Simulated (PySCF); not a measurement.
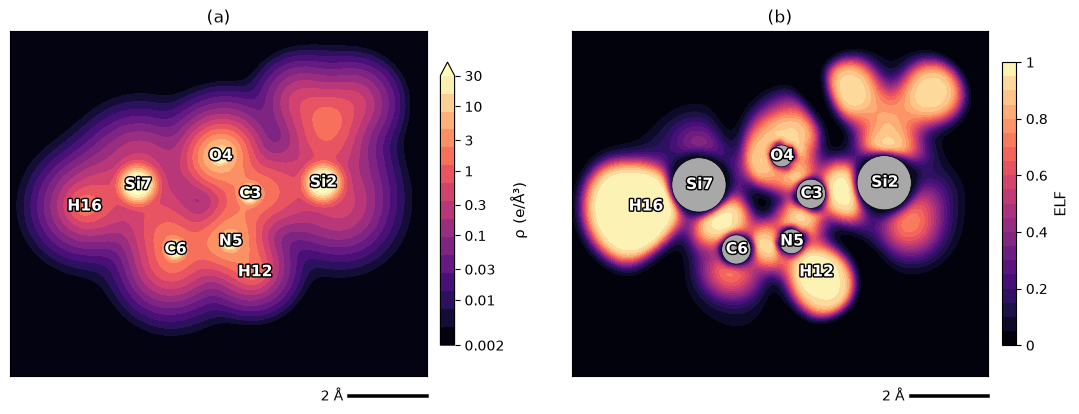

The picture shows: C₂H₁₀N₂OSi₂. (a) total electron density; (b) ELF on the plane of atoms Si2, C3 and O4. Grey discs cover the atomic cores in the ELF map.

Geometry: GFN2-xTB.

Level of theory: PBE0/pcSseg-1, SCF density, gas phase, non-relativistic (PySCF 2.14.0).

```tsv
atom	x (Å)	y (Å)	z (Å)
N	-2.8800	0.9510	0.7232
Si	-2.2818	-0.5180	0.0962
C	-0.4080	-0.1670	-0.0145
O	-0.0133	1.0041	-0.0207
N	0.4625	-1.1619	-0.1050
C	1.8758	-0.8903	-0.2099
Si	2.2411	0.9987	-0.1777
H	-3.8590	1.1781	0.7484
H	-2.3045	1.7742	0.6280
H	-2.5338	-1.6098	1.0413
H	-2.7386	-0.9265	-1.2408
H	0.1382	-2.1166	-0.0945
H	2.2518	-1.3289	-1.1367
H	2.3929	-1.3853	0.6144
H	1.8703	1.6781	-1.4142
H	3.7306	0.9298	-0.2846
H	2.0489	1.6022	1.1361
```

> Describe what can be read from this map.

The plane passes through Si, C, O, N and H nuclei. C–O (1.24 Å): the density is about 3.1 e/Å³ at the midpoint; the ELF peaks at about 0.85 between the atoms; a polar covalent bond. C–N (1.33 Å): ρ is about 2.5 e/Å³ halfway; the ELF peaks at about 0.90 between the atoms; localised, covalent bonding. C–Si (1.91 Å): the density is about 0.94 e/Å³ at the midpoint; the ELF peaks at about 1 between the atoms, as expected for a covalent bond. N–H (1.01 Å): ρ at the midpoint is about 2.9 e/Å³; the ELF climbs to about 1 towards the hydrogen, as it does in any bond to H; an ordinary covalent bond to hydrogen. C–N (1.44 Å): ρ is about 1.9 e/Å³ halfway; the ELF peaks at about 0.95 between the atoms, as expected for localised, covalent bonding. The ELF also peaks beside O4, away from the bonds: lone-pair regions.
